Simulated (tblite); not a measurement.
**Run report: C5H12OSi, geometry relaxation (part 3 of 3)**

Continued. System: C5H12OSi. Method: GFN2-xTB geometry optimisation, gas phase (tblite 0.8.0). It belongs to a series of runs on one base structure; here: H on Si replaced by OCH3.

Geometry of the input (Å):
```
C  2.8977  -0.0237  -0.0516
O  1.9015  0.9696  0.1011
Si 0.5255  0.3853  -0.6843
C  -0.9969  1.4653  -0.3785
C  -2.0372  0.3592  -0.3213
C  -1.5519  -0.7333  0.5604
C  -0.1695  -1.1517  0.1338
H  3.2646  -0.2840  0.9722
H  2.4844  -0.9618  -0.4841
H  3.7625  0.3447  -0.6163
H  0.7290  0.1577  -2.1256
H  -1.1698  2.2021  -1.1486
H  -0.8968  1.8545  0.6572
H  -2.9321  0.7998  0.1333
H  -2.2944  0.0008  -1.3459
H  -2.2287  -1.6061  0.4051
H  -1.5776  -0.4598  1.6511
H  0.4312  -1.2834  1.0669
H  -0.1514  -2.0259  -0.5171
```

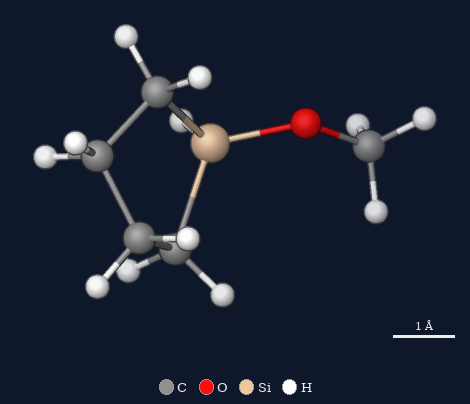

The geometry at step 164 of the log (ball-and-stick view, seen at a tilt).

Trajectory as extended XYZ, continued:
```
19
Properties=species:S:1:pos:R:3:forces:R:3 step=157 energy=-616.55070
C     3.0743    0.1484    0.1535   -0.0140  -0.0030  -0.0020
O     1.7928    0.7008    0.1151   -0.0030   0.0030  -0.0020
Si    0.5222    0.2041   -0.7694   -0.0020  -0.0020  -0.0120
C    -0.9013    1.3845   -0.3658   -0.0020  -0.0060   0.0010
C    -2.0971    0.4512   -0.1826    0.0000  -0.0100  -0.0010
C    -1.6215   -0.7882    0.5704   -0.0050   0.0020   0.0030
C    -0.3991   -1.3536   -0.1623   -0.0080   0.0050   0.0030
H     3.7054    0.8048    0.7523    0.0090   0.0020   0.0130
H     3.0543   -0.8462    0.6045    0.0070   0.0010   0.0010
H     3.4901    0.0664   -0.8523    0.0090  -0.0010  -0.0140
H     0.8803    0.0907   -2.1912   -0.0020   0.0050   0.0150
H    -1.1048    2.1231   -1.1366    0.0030   0.0000  -0.0030
H    -0.7085    1.9283    0.5585    0.0000   0.0010   0.0030
H    -2.9150    0.9429    0.3489    0.0040  -0.0010  -0.0050
H    -2.4688    0.1475   -1.1637   -0.0020   0.0060  -0.0060
H    -2.4191   -1.5300    0.6521   -0.0020   0.0020  -0.0020
H    -1.3335   -0.4928    1.5814    0.0060  -0.0040   0.0040
H     0.1733   -2.0072    0.4947    0.0080   0.0000   0.0090
H    -0.7337   -1.9655   -0.9998   -0.0050   0.0000  -0.0050
19
Properties=species:S:1:pos:R:3:forces:R:3 step=164 energy=-616.55110
C     3.0841    0.1547    0.1404   -0.0020  -0.0020   0.0030
O     1.7961    0.6926    0.1199    0.0020  -0.0050  -0.0030
Si    0.5224    0.1945   -0.7596   -0.0020   0.0010  -0.0010
C    -0.8978    1.3815   -0.3646   -0.0020   0.0000   0.0040
C    -2.0980    0.4527   -0.1890    0.0010  -0.0020   0.0010
C    -1.6338   -0.7860    0.5723    0.0030  -0.0010  -0.0010
C    -0.4048   -1.3574   -0.1448    0.0010   0.0030  -0.0030
H     3.7010    0.7829    0.7833    0.0010   0.0040  -0.0010
H     3.0755   -0.8644    0.5332   -0.0030  -0.0030  -0.0010
H     3.5112    0.1363   -0.8646   -0.0030   0.0030  -0.0010
H     0.8768    0.0748   -2.1810    0.0010   0.0010  -0.0010
H    -1.0938    2.1215   -1.1365    0.0040  -0.0060  -0.0010
H    -0.7088    1.9248    0.5608    0.0010  -0.0020   0.0040
H    -2.9188    0.9483    0.3339    0.0000   0.0030  -0.0010
H    -2.4623    0.1487   -1.1729    0.0010  -0.0020   0.0000
H    -2.4353   -1.5243    0.6462    0.0050  -0.0020   0.0010
H    -1.3549   -0.4907    1.5859   -0.0050   0.0060   0.0000
H     0.1639   -2.0034    0.5235   -0.0050   0.0030   0.0010
H    -0.7326   -1.9779   -0.9788    0.0030   0.0020  -0.0020
```

Results in brief:

```json
{"quantity": "outcome", "value": "converged"}
{"quantity": "total energy", "value": "−616.5511 eV"}
{"quantity": "hardware", "value": "1 CPU thread, shared host"}
{"quantity": "wall time", "value": "0.97 s"}
{"quantity": "peak memory", "value": "0.18 GiB"}
```
